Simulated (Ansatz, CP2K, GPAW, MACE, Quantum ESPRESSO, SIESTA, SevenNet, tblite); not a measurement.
# Quantum ESPRESSO on H-capped AlP nanocrystal (rod) (34 atoms): settings against a plane-wave reference, part 2 of 2

Aim: run H-capped AlP nanocrystal (rod) (34 atoms) in Quantum ESPRESSO and see how near its forces come to a plane-wave reference, and at what cost.

Program: Quantum ESPRESSO 7.5; the method stands at each step. Banners, paths, timers and routine set-up lines are dropped from the logs unmarked, and long logs keep their key lines alone; longer cuts are marked.

So far. Step 2 (PBE, sssp-1.3.0-efficiency, 45/360 Ry): Forces lie 1.2 % from the reference's, at 27 times its CPU time (on 4 against 8 cores). Step 3 (PBE, sg15-1.2, 80/320 Ry): Against the first run (1.2 %), the force difference from the reference is 1.5 %, at 1.3 times the CPU time.

## (4) PBE, sssp-1.3.0-efficiency, 45/360 Ry, cg

Method: Kohn-Sham DFT, PBE, SSSP efficiency 1.3.0 pseudopotentials, plane waves.

The pseudopotential files are exchanged too: ./pseudo now holds the set sssp-pbe-1.3.0-efficiency.

Contents of pw.in:

```
&control
  calculation = 'scf'
  pseudo_dir = './pseudo'
  outdir = './tmp'
  disk_io = 'none'
  tprnfor = .true.
/
&system
  ibrav = 0
  nat = 34
  ntyp = 3
  ecutwfc = 45
  ecutrho = 360
  nosym = .true.
  occupations = 'smearing'
  smearing = 'fd'
  degauss = 0.003675
/
&electrons
  conv_thr = 1.7e-07
  electron_maxstep = 100
  mixing_beta = 0.2
  mixing_mode = 'local-TF'
  diagonalization = 'cg'
/
ATOMIC_SPECIES
P 30.974 P.upf
Al 26.982 Al.upf
H 1.008 H.upf
CELL_PARAMETERS angstrom
15.82930 0.00000 0.00000
0.00000 15.82930 0.00000
0.00000 0.00000 21.29230
ATOMIC_POSITIONS crystal
[... 34 atom lines left out: the same atoms as in the first run ...]
K_POINTS gamma
```

Run with:

```
OMP_NUM_THREADS=1 mpirun -np 4 pw.x -in pw.in > output.txt
```

Output:

```text
[banner, memory and clock lines left out]
Program PWSCF
     gamma-point specific algorithms are used
     bravais-lattice index     =            0
     lattice parameter (alat)  =      29.9130  a.u.
     unit-cell volume          =   36003.3239 (a.u.)^3
     number of atoms/cell      =           34
     number of atomic types    =            3
     number of electrons       =        70.00
     number of Kohn-Sham states=           42
     kinetic-energy cutoff     =      45.0000  Ry
[... lines left out ...]
     scf convergence threshold =      1.7E-07
[... lines left out ...]
     number of k points=     1  Fermi-Dirac smearing, width (Ry)=  0.0037
[... lines left out ...]
     total energy              =    -347.28838194 Ry
[... lines left out ...]
     total energy              =    -346.65356424 Ry
[... lines left out ...]
     total energy              =    -346.84836406 Ry
[... lines left out ...]
     c_bands:  2 eigenvalues not converged
[... lines left out ...]
     c_bands:  1 eigenvalues not converged
[... lines left out ...]
     total energy              =    -346.85952198 Ry
[... lines left out ...]
     total energy              =    -346.85952201 Ry
     estimated scf accuracy    <       0.00000036 Ry
     iteration # 30     ecut=    45.00 Ry     beta= 0.20
     CG style diagonalization
     negative rho (up, down):  3.930E-04 0.000E+00
     End of self-consistent calculation
          k = 0.0000 0.0000 0.0000 ( 91757 PWs)   bands (ev):
   -16.9023 -16.5668 -16.4851 -16.1308 -15.8585 -15.4422 -11.0582 -10.9382
   -10.8084 -10.6935 -10.4947 -10.3159 -10.2664 -10.1264  -9.9553  -9.8012
    -9.5975  -8.7201  -8.6700  -8.2624  -7.8926  -7.7419  -7.5018  -7.2885
    -7.0212  -6.7517  -6.6657  -6.6064  -6.3533  -6.3347  -6.2020  -5.9122
    -5.7965  -5.6535  -5.4910  -2.4132  -1.7163  -1.5909  -1.3983  -1.1941
    -1.0774  -0.8659
     the Fermi energy is    -4.0926 ev
!    total energy              =    -346.85952205 Ry
     estimated scf accuracy    <       0.00000012 Ry
     smearing contrib. (-TS)   =      -0.00000000 Ry
     internal energy E=F+TS    =    -346.85952205 Ry
     The total energy is F=E-TS. E is the sum of the following terms:
     one-electron contribution =    -565.56431627 Ry
     hartree contribution      =     288.52204147 Ry
     xc contribution           =     -56.72266813 Ry
     ewald contribution        =     195.10722029 Ry
     one-center paw contrib.   =    -208.20179941 Ry
     convergence has been achieved in  30 iterations
     negative rho (up, down):  3.930E-04 0.000E+00
     Forces acting on atoms (cartesian axes, Ry/au):
     atom    1 type  1   force =    -0.00206459   -0.01838893   -0.01528100
     atom    2 type  1   force =     0.05491618   -0.07971738   -0.10042127
     atom    3 type  1   force =     0.00113452    0.01048970   -0.05131098
[...]
atom   33 type  3   force =    -0.02607921   -0.02870260    0.01775308
     atom   34 type  3   force =     0.02097444    0.01669855    0.00244032
     Total force =     0.335294     Total SCF correction =     0.000294
     Message from routine punch:
     Nothing written, as per user request (disk_io='none')
```

Run time: 7.2 min. Hardware: 4 MPI ranks of Arm Neoverse V2, shared host; peak memory 7.8 GiB; 29 min of CPU time.

Against the reference:

- r.m.s. force component: 0.8536 eV/Å
- r.m.s. difference of force components: 10.01 meV/Å
- longest difference of force vectors: 33.22 meV/Å
- force difference over r.m.s. force: 1.179 %
- slope of forces against the reference's: 1.005
- correlation of force components: 1
- gap (highest filled to lowest empty level): 3.078 eV
- gap difference: 0.0037 eV
- energy less the same-level run's: 0 meV/atom
- r.m.s. force difference from the same-level run: 0.327 meV/Å

Against the first run (1.2 %), the force difference from the reference is 1.2 %, at 1.5 times the CPU time: another solver or mixer reaches the same state.

## (5) Side by side

Differences are against the plane-wave reference, forces as r.m.s. over components; share is that over the reference's r.m.s. force, slope the least-squares factor from reference forces to these. Total energies of different programs have different zeros and aren't compared.

```
                                         run  Δ force, r.m.s. (meV/Å)  share (%)  slope  Δ gap (eV)  cores  CPU time  memory (GiB)
                                   reference                        -          -      -           -      8      43 s           2.6
    QE PBE, sssp-1.3.0-efficiency, 45/360 Ry                     10.1       1.19  1.005      0.0044      4    20 min           7.7
                 QE PBE, sg15-1.2, 80/320 Ry                     13.0       1.53  0.991      0.0381      4    26 min           3.4
QE PBE, sssp-1.3.0-efficiency, 45/360 Ry, cg                     10.0       1.18  1.005      0.0037      4    29 min           7.8
```

CPU time is summed over cores on a shared host, where runs went side by side, so it is rough. Symmetry, cutoffs, thresholds, outputs and thread counts weren't matched or tuned between programs; memory under MPI is the largest rank's times the ranks.

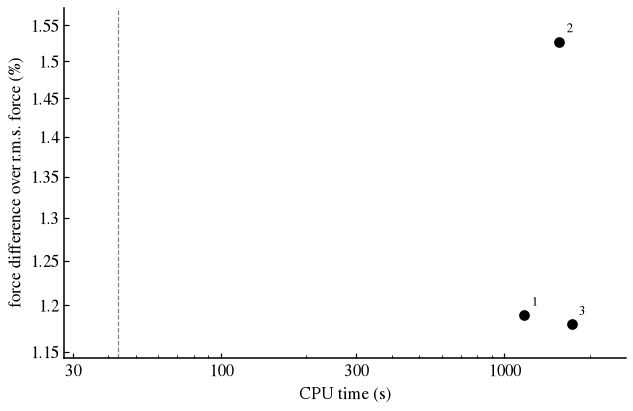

Force difference against CPU time; the dashed line marks the reference's time. Points: 1 QE PBE, sssp-1.3.0-efficiency, 45/360 Ry; 2 QE PBE, sg15-1.2, 80/320 Ry; 3 QE PBE, sssp-1.3.0-efficiency, 45/360 Ry, cg.

Within one program, basis, potentials and functional, energies share a zero. Each run against its twin at the usual cutoff or grid and solver:

```
                                         run                              twin  Δ energy (meV/atom)  Δ force, r.m.s. (meV/Å)  CPU time over the twin's
QE PBE, sssp-1.3.0-efficiency, 45/360 Ry, cg  sssp-1.3.0-efficiency, 45/360 Ry                    0                    0.327                       1.5
```

## (6) Outcome

| Item | Value |
| --- | --- |
| nearest in forces | a tie at 1.2 % of 2 runs: QE PBE, sssp-1.3.0-efficiency, 45/360 Ry; QE PBE, sssp-1.3.0-efficiency, 45/360 Ry, cg |

In words: PBE on plane waves or a grid with other potentials, cutoffs or grids differs from the reference by 1.2 % (QE PBE, sssp-1.3.0-efficiency, 45/360 Ry, cg) to 1.5 % (QE PBE, sg15-1.2, 80/320 Ry) of the r.m.s. force; this holds the reference's own error, so differences of a few per cent don't tell which side is nearer the exact PBE result (QE's 45 Ry are 612 eV, against the reference's 420 eV). None of the electronic-structure runs in the table takes under half the reference's CPU time of 43 s; they take 27 to 40 times as much. At the same functional, gaps differ from the reference's 3.07 eV by between +0.00 and +0.04 eV. The potentials hold different valence shells: 70 electrons in the reference, 118 in Quantum ESPRESSO with SG15; this bears on time and differences. Caps of real hydrogen don't mimic the fractional bonds of a polar compound, so surface states and strained caps may belong to the model.

[Also dropped from logs without a mark: logging warnings of Python, and SIESTA's first energy breakdown and zero terms.]

[Logs are printed without paths, hosts, clocks, repeated set-up lines and the standing remarks that a program may print on its own settings, such as how far it seeks lower states.]

[Hosts, paths, dates, database ids (printed as entryN), source tags and the programs' standing remarks are cut or masked in the printed files.]
